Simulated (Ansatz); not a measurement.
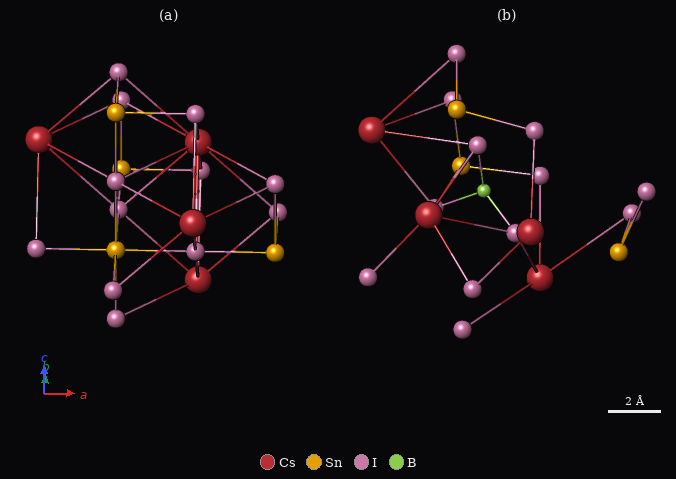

Left: perfect CsSnI3. Right: the same region with a pair of point defects, after relaxing the atoms in a supercell of 40 sites. The picture is a ball-and-stick view of the atoms within 6.5 Å of one point, seen from a free direction.

These are results of Ansatz 0.2.0, DFT, PBEsol, PAW, plane waves, not measurements. Settings: plane-wave cutoff 420 eV; k-point mesh 1 × 1 × 1; mesh shifted by (0.25, 0.25, 0.25); collinear spin. Fermi-Dirac smearing of 0.01 eV. The axes drawn are those of the host's conventional cell.

What kind of defect was made?

Answer. A caesium atom is replaced by boron and a tin atom is replaced by caesium, the two sites 5.3 Å apart.

The charge state of the cell is 0.

How does the lattice respond?

Answer. In the host the Cs atom has ; the B atom ends with 3 I at 2.19 to 2.23 Å. In the host the Sn atom has 6 I at 3.08 Å; the Cs atom ends with 5 I at 3.64 to 4.00 Å, 1 B at 3.71 Å. Of the host's atoms, an iodine atom moves furthest from its site, by 2.57 Å. The B atom itself moves 2.84 Å from where it was put. The Cs atom itself moves 2.05 Å from where it was put. The cell's net moment is 1.00 μB.
